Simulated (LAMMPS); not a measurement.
System: a melt made from Cu (fcc) with 75 % of Cu sites Pd, 4000 atoms, at 1620 K and 0 GPa, brought to that temperature within a few picoseconds.

Model: classical MD, pair style eam, the elements' _u3.eam files (universal-3 set of Foiles, Baskes and Daw), run in LAMMPS.

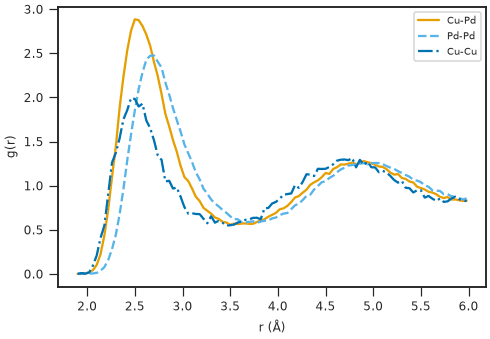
*g(r) against r (Å)*

Main features:
- state found: liquid
- first peak of g(r), Cu-Pd: 2.53 Å, height 2.9
- coordination number of Cu by Pd: 9.8 (counted to 3.62 Å)
- coordination number of Pd by Cu: 3.28 (counted to 3.62 Å)
- first peak of g(r), Pd-Pd: 2.68 Å, height 2.5

Caution: a run this short can hold a crystal over, or a liquid under, the potential's melting point.
